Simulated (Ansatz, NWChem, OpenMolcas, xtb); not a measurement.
# Redistribution: C3H5Cl + C3H8O → C3H6O + C3H7Cl

Species: C3H5Cl (allyl chloride) `C=CCCl`, singlet; C3H8O `CCCO`, singlet; C3H6O (allyl alcohol) `C=CCO`, singlet; C3H7Cl (1-chloropropane) `CCCCl`, singlet. The partners trade Cl for OH; both sit on C, so the bond types are kept.

Shapes, held fixed at every level: PBE0-D4/def2-TZVP. Flexible molecules stand in one conformer, not always the lowest. Programs: Ansatz 0.2.0, NWChem 7.3.0, OpenMolcas 26.06, xtb 6.7.1. A level may come from different programs for different species; with the same settings they agree closely. The zero-point and thermal change to 298 K, harmonic and unscaled (PBE0-D4/def2-TZVP), is +0.3 kJ/mol.

| level | kind | ΔH(298 K) (kJ/mol) |
| --- | --- | --- |
| GFN2-xTB | semi-empirical | +3.2 |
| HF/STO-3G | Hartree–Fock | +0.4 |
| HF/3-21G | Hartree–Fock | -1.8 |
| HF/def2-SVP | Hartree–Fock | -4.8 |
| B3LYP/6-31G* (spherical functions) | global hybrid | -3.0 |
| PBE0/def2-SVP | global hybrid | -5.7 |

PBE0/def2-SVP gives ΔH(298 K) = -5.7 kJ/mol; the levels span -5.7 to +3.2. They disagree on the sign: 2 of 6 are positive. The median of the levels is -2.4. No measured value is set beside it here. Rows in sets without polarisation functions are far from converged.

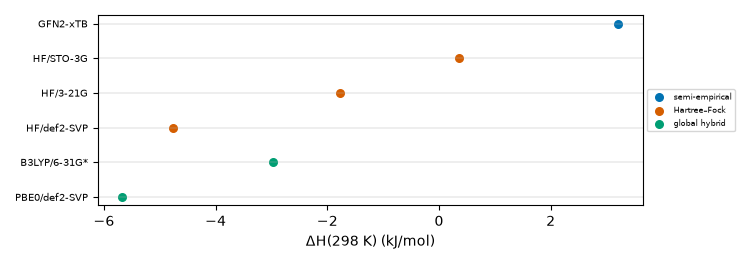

The values of the table, level by level.
